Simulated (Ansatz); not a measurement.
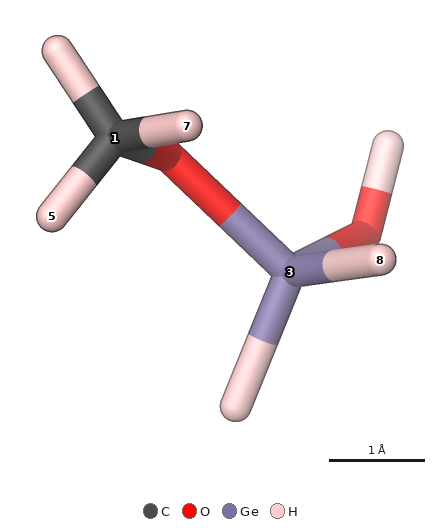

*The structure as given in the input (stick view, seen at a tilt; atoms are numbered from 1 in the order of the input). Sticks mark near contacts.*

Run report: CH6GeO2, single-point calculation

CH6GeO2, SMILES C[O][GeH2][OH], computed with RKS wB97M-V/def2-SVP (Ansatz 0.2.0).

The geometry comes from this level: PBE0-D4/def2-TZVP.

### Input file
```yaml
crystal:
  periodic: [false, false, false]
  atoms:
    - {symbol: C, position_ang: [-0.634799, 1.506541, 0.015317]}
    - {symbol: O, position_ang: [-0.124527, 0.396278, -0.681600]}
    - {symbol: Ge, position_ang: [0.174512, -1.119268, 0.193650]}
    - {symbol: O, position_ang: [1.253133, -2.055892, -0.842035]}
    - {symbol: H, position_ang: [-1.692771, 1.377466, 0.277415]}
    - {symbol: H, position_ang: [-0.552513, 2.381611, -0.633492]}
    - {symbol: H, position_ang: [-0.076063, 1.714571, 0.938194]}
    - {symbol: H, position_ang: [0.826911, -0.746132, 1.543124]}
    - {symbol: H, position_ang: [-1.097394, -1.964958, 0.333717]}
    - {symbol: H, position_ang: [2.006711, -1.541316, -1.141391]}
basis:
  gaussian: {orbitals: def2-SVP}
hamiltonian: {xc: {name: wB97M-V}}
output: {orbitals: {seedname: orbitals}}
```

### Output
```
Functional definition: wB97M-V
  name "wB97M-V"
  cite "Mardirossian & Head-Gordon, J. Chem. Phys. 144, 214110 (2016) doi:10.1063/1.4952647"
  cite "Becke, J. Chem. Phys. 107, 8554 (1997) doi:10.1063/1.475007"
  cite "Vydrov & Van Voorhis, J. Chem. Phys. 133, 244103 (2010) doi:10.1063/1.3521275"
  # Of w^i u^j: cxij and so on, Table III.
  parameter omega = 0.3/bohr
  parameter cx = 0.15
  parameter cx01 = 1.007
  parameter cx10 = 0.259
  parameter css00 = 0.443
  parameter css04 = -1.437
  parameter css10 = -4.535
  parameter css20 = -3.390
  parameter css43 = 4.278
  parameter cos00 = 1.000
  parameter cos10 = 1.358
  parameter cos20 = 2.924
  parameter cos21 = -8.812
  parameter cos60 = -1.390
  parameter cos61 = 9.142
  parameter b = 6.0
  parameter c = 0.01
  gx(w, u) = 1 - cx + cx01*u + cx10*w
  gss(w, u) = css00 + css04*u^4 + css10*w + css20*w^2 + css43*w^4*u^3
  gos(w, u) = cos00 + cos10*w + (cos20 + cos21*u)*w^2 + (cos60 + cos61*u)*w^6
  exchange = spin_sum(e_x_unif_sr(omega)*gx(b97_w, b97_u_x)) + cx*exact_x_sr(omega) + exact_x_lr(omega)
  correlation = spin_sum(e_c_pw_mod_same_spin*gss(b97_w, b97_u_same))
      + integral(e_c_pw_mod_opposite_spin*gos(b97_w_opposite, b97_u_opposite)) + vv10(b, c)
1028 factors; integrals over basis functions are off by at most 1.5e-3 eV
275 factors; integrals over basis functions are off by at most 7.4e-6 eV
mean field evaluation 1: about -61725.4736 eV, gradient 5.6e1 eV
mean field evaluation 2: about -61724.1669 eV, gradient 6.5e1 eV
mean field evaluation 4: about -61731.1600 eV, gradient 1.4e0 eV
mean field evaluation 8: about -61731.2408 eV, gradient 5.9e-2 eV
mean field evaluation 16: about -61731.2408 eV, gradient 1.7e-5 eV
mean field -61731.24076084 eV, -2268.5812550231 hartree, gradient 1.7e-5 eV, S^2 0.000000; 0 other end points of the search recorded, 0 dependent functions left out
reference -61731.24080244 eV, -2268.5812565517 hartree; 30, 30 occupied and 74, 74 virtual orbitals, 1028 factors
Total energy: -61731.24080244 eV, -2268.5812565517 hartree
```

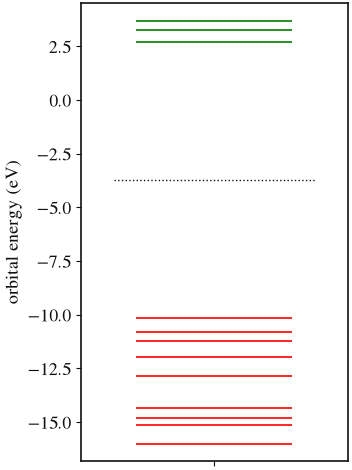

*Orbital energies near the frontier; the dotted line parts filled from empty levels, and levels within 0.02 eV of each other stand side by side.*

Highest filled −10.15 eV, lowest empty 2.69 eV, 12.84 eV apart.

### Results in brief

```json
{"quantity": "outcome", "value": "converged"}
{"quantity": "total energy", "value": "−61731.2408 eV"}
{"quantity": "SCF solution under orbital rotations", "value": "stable"}
{"quantity": "HOMO", "value": "−10.15 eV"}
{"quantity": "LUMO", "value": "2.69 eV"}
{"quantity": "hardware", "value": "4 CPU threads, shared host"}
{"quantity": "wall time", "value": "2.6 s (CPU time 9.1 s)"}
{"quantity": "peak memory", "value": "0.33 GiB"}
```
